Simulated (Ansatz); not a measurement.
# HfB2, response to strain

Base system: HfB2 (space group P6/mmm, No. 191; a = 3.146 Å, c = 3.486 Å; relaxed with 0.1 eV smearing). Axes: x lies along a and z along c of the hexagonal cell.

Strains are applied to the cell and any free atomic positions relax; under biaxial strain the out-of-plane vector relaxes too.

Calculations: PBE in Ansatz (plane waves to 420 eV, PAW, spin-orbit coupling left out).

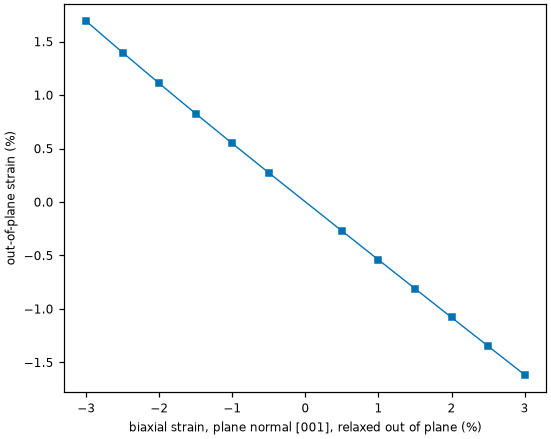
Fig. 1. Out-of-plane strain against biaxial strain, plane normal [001], relaxed out of plane

```tsv
biaxial strain, plane normal [001], relaxed out of plane (%)	out-of-plane strain
-3	+1.69 %
-2.5	+1.40 %
-2	+1.11 %
-1.5	+0.83 %
-1	+0.55 %
-0.5	+0.27 %
0.5	-0.27 %
1	-0.54 %
1.5	-0.81 %
2	-1.08 %
2.5	-1.35 %
3	-1.62 %
```

Stability against distortions was not tested. All final runs are without spin polarisation.

Ansatz is a quantum-chemistry and plane-wave program.
